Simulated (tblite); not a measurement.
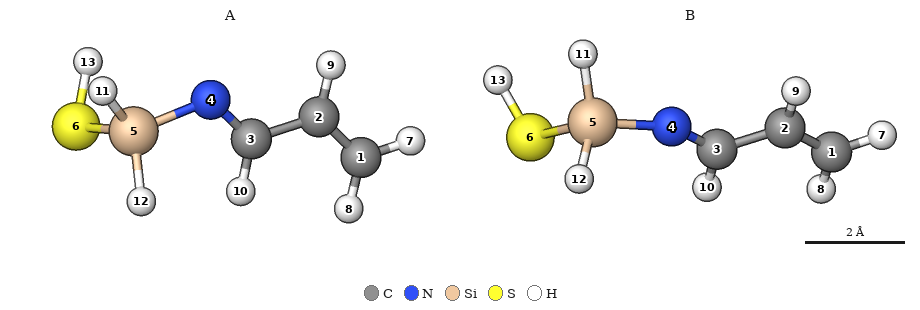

Two geometries of C3H7NSSi (charge +1, multiplicity 2), drawn at one scale. One is the start of a relaxation, the other its converged end. Style: ball-and-stick. Shown at a tilt.

Computed with tblite 0.8.0, GFN2-xTB geometry optimisation, gas phase. 

Q: Which of the two is the end point?

A: Structure B is the relaxed one. H13 moves most after the best rigid fit: 1.12 Å. Largest moves by element: H 1.12 Å, N 0.55 Å, C 0.35 Å, S 0.26 Å, Si 0.21 Å. Among the contacts that change: C3–Si5 2.571 → 2.892 Å, Si5–S6 2.136 → 2.215 Å, C2–C3 1.484 → 1.443 Å, Si5–H12 1.484 → 1.448 Å. Among the angles between lasting bonds that change: C3–N4–Si5 117.1° → 154.8°, H11–Si5–H12 112.1° → 124.2°, Si5–S6–H13 94.6° → 99.5°. Groups turn about Si5–S6 by about 70°, N4–Si5 by about 40°. Over 123 geometry steps the energy falls by 0.556 eV. Cost: 0.6 s on 1 thread of AMD EPYC 9R45 96-Core Processor, on a shared host.
